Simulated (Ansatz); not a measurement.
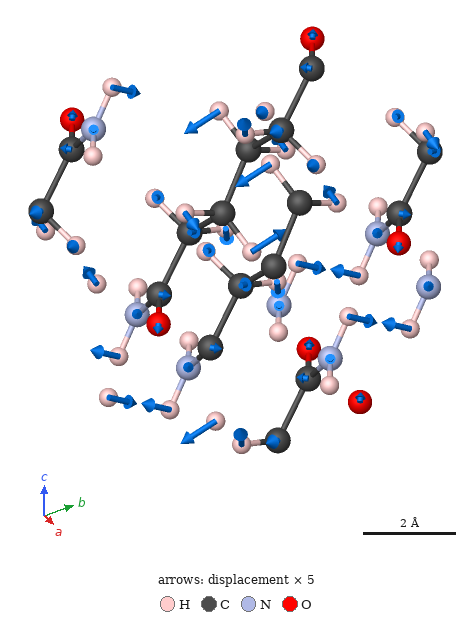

A relaxation of solid H6C3NO (set up in P-1) (coarse preliminary run). The starting structure is drawn; blue arrows show the displacements (the part carried along by the change of the cell is left out), magnified 5 times.

A ball-and-stick model of the atoms within 5.0 Å of the atom that moves most (axes of the cell of the calculation), seen slightly off an axis.

The calculation used DFT PBE+D3(BJ), scalar-relativistic, plane waves, PAW in Ansatz 0.2.0. Set-up: plane-wave cutoff 420 eV; k-point mesh 4 × 4 × 4; occupations gaussian; smearing width 0.1 eV; no spin polarisation; cell and atoms relaxed; force threshold 0.05 eV/Å; at most 70 steps.

Question: What did the optimiser do to the structure, and how much energy did it gain?

Answer: Over 5 accepted moves (6 points after the start) the energy falls by 32.8 meV per atom. The largest force component goes from 2.4 to 0.036 eV/Å. The pressure goes from 3.10 to −0.06 GPa. At 1 point the geometry stayed and the basis and grid were re-selected for the new cell (energy shift of 0.6 meV per atom at most each time). The largest moves relative to the cell, 0.19 Å, are those of H atoms. By element the largest moves are H 0.19 Å, C 0.09 Å, O 0.05 Å, N 0.05 Å. Cell: a 5.110 → 5.091 Å (−0.4 %), b 5.572 → 5.541 Å (−0.6 %), c 7.047 → 7.004 Å (−0.6 %), α 69.6° → 68.9°, γ 75.5° → 75.1°. Volume −2.1 %. Near-neighbour distances that change, for instance: H–N 1.001 → 1.033 Å, C–C 1.500 → 1.527 Å, C–O 1.232 → 1.255 Å, C–N 1.356 → 1.338 Å. Bond angles that change, for instance: H–C–C 120.2° → 109.9°, H–C–C 102.0° → 110.7°, H–C–C 101.7° → 109.4°. The space group stays P-1 (No. 2).
